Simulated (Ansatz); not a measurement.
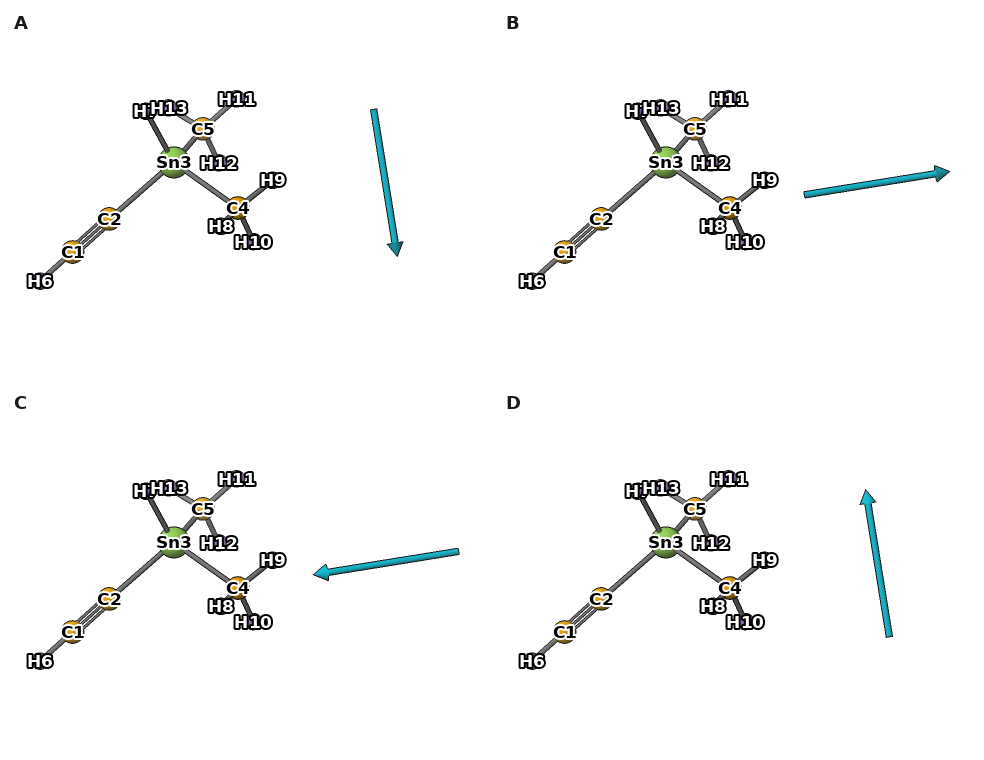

The same molecule four times, each with an arrow. Computed geometry: PBE0-D4/def2-TZVP optimisation. No frequency run is at hand to confirm it as a minimum. Level of theory: RKS PBE0-D4/def2-TZVP, core potentials on Sn (Ansatz 0.2.0).

Question: Which arrow points along the dipole moment, from the negative to the positive end?

Answer: B. The dipole moment is 1.09 D; it points from the side of H6 to the side of H9, H11 (the outermost atoms at the two ends).
